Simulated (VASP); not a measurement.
Band structure of Ni3Si (L1_2). These are LDA (Ceperley-Alder, Perdew-Zunger), VASP's LDA PAW potentials (set 64) (plane waves; VASP 6.6.1) values and carry that method's errors.

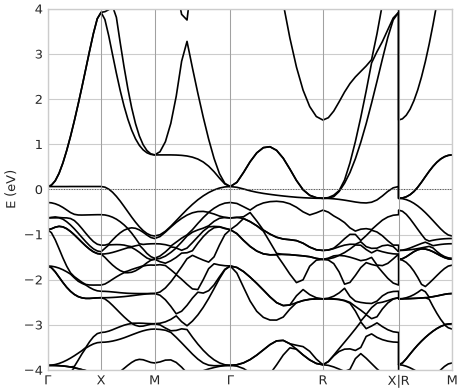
Fig. 1. Bands along high-symmetry lines, zero at the valence-band maximum or, without a gap, the Fermi level

**Question.** Read the plot: is there a gap, and where are the band edges?

**Answer.** It has no gap at this level: it comes out as a metal or semimetal. (Edges off the drawn lines would not show.)

The compound is Ni3Si in the L1_2 structure. It was relaxed first, which changed the volume by -7 %. The run is not spin-polarised, so no magnetic state was tried.
